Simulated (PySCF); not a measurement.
**ClO₃Tc: what the electrons do**

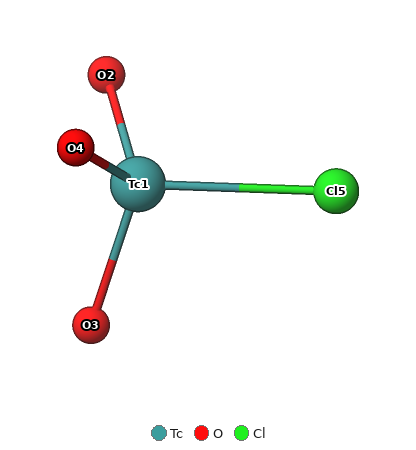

The molecule, with its atoms numbered as below. No frequency check shows the geometry to be a minimum.

Cartesian coordinates (Å):

```
Tc1     -0.2834   -0.0001    0.0000
O2      -0.7821    0.7354   -1.3811
O3      -0.7772   -1.5663    0.0537
O4      -0.7814    0.8283    1.3277
Cl5      1.8184    0.0013   -0.0002
```

Part 1: Bonding charge

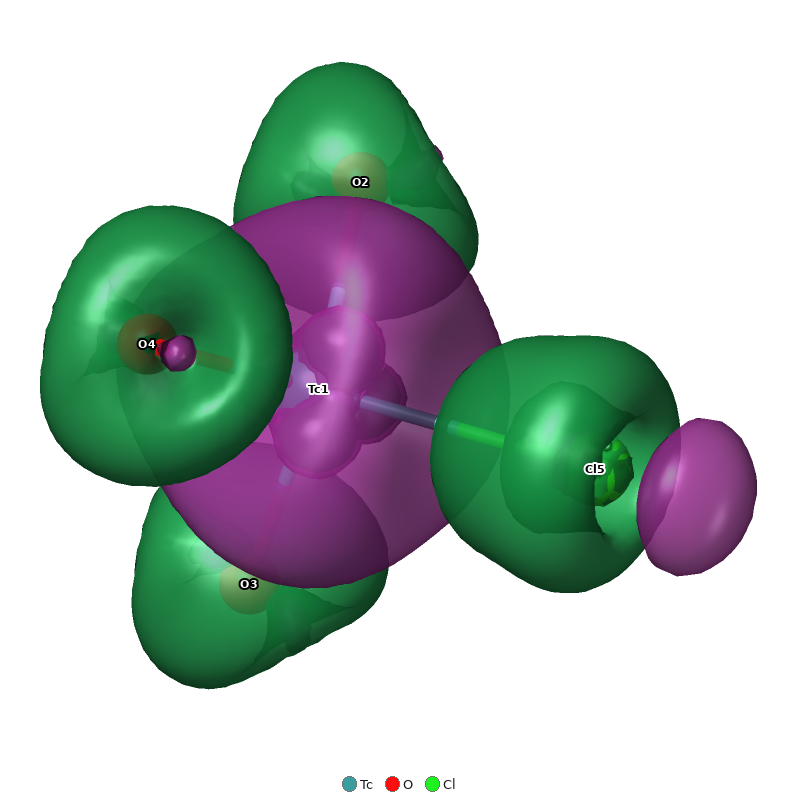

Deformation density (molecule less spherical, spin-averaged free atoms at the same positions), surfaces at ±0.04 e/Å³; green: gain, purple: loss.

Computed with PySCF, ωB97X/def2-SVP, geometry: GFN2-xTB. Core potentials replace the inner electrons of Tc; spin–orbit coupling isn't included. This is a single-reference result, which may miss multireference character in this system.

How much density has each bond gained at its critical point, relative to the free atoms?

Answer. Tc1–O4, Tc1–O2 and Tc1–O3: +0.19 e/Å³ at the bond critical point (bond length 1.64 Å, Mayer order 1.9). Tc1–Cl5: +0.07 e/Å³ at the bond critical point (bond length 2.10 Å, Mayer order 1.2). In all, 1.3 electrons gather in the regions of gain relative to the promolecule. A small or negative value marks a very polar bond, one between electron-rich atoms, whose free-atom densities already overlap strongly, a long bond to a heavier atom, or a closed-shell contact such as a hydrogen bond.

Where do the Hirshfeld charges lie?

Answer. The highest Hirshfeld charge is on Tc1 (+0.88 e), the lowest on O2, O3 and O4 (−0.27 e).

Part 2: Bond critical points

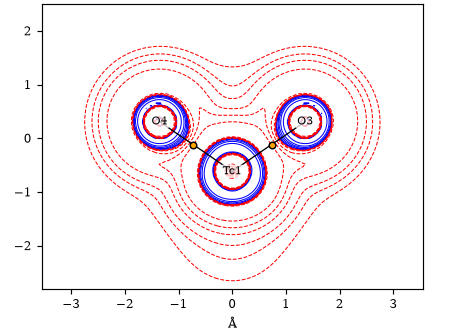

Negative Laplacian of the density (−∇²ρ) in the plane of Tc1, O3 and O4 (solid blue lines positive, dashed red lines negative, contours at ±0.02 to ±8 a.u.), with bond paths and bond critical points (dots).

At which bond critical points in this plane is charge locally concentrated, and at which depleted?

Answer. At none is it concentrated. Depleted (∇²ρ > 0): Tc1–O4 and Tc1–O3 (+0.77 a.u., H = −0.274). A positive Laplacian with negative H is typical of metal–ligand bonds.

Part 3: Electrostatic potential

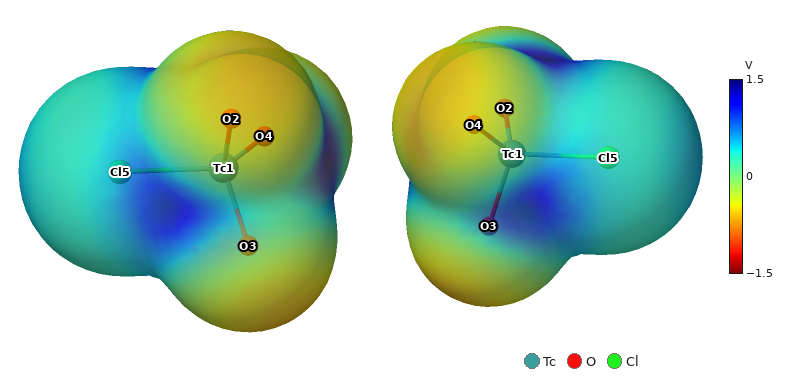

Electrostatic potential on the surface of electron density 0.001 a.u. (back view left, front view right).

Where are the extremes of the potential on the surface?

Answer. Highest: 1.44 V, off the Tc1–O4 bond (2.2 Å from its atoms), and at like points elsewhere. Further maxima include 0.57 V, 2.0 Å from Cl5. Lowest: −0.62 V, 1.7 Å from O3, and at like points elsewhere. Further minima include 0.28 V, 2.0 Å from Cl5, and at like points elsewhere. The surface is sampled at points, so like sites can differ by a few per cent and only the strongest of them is named.

Does Cl5 carry a σ-hole?

Answer. Yes: a local maximum of +0.57 V lies on the extension of the Tc1–Cl5 bond.

What volume does the surface enclose, and what is the dipole moment?

Answer. About 99 Å³; the dipole moment is 1.2 D.

The PySCF run shown took 11 s on 1 thread of Arm Neoverse V1 (shared host).
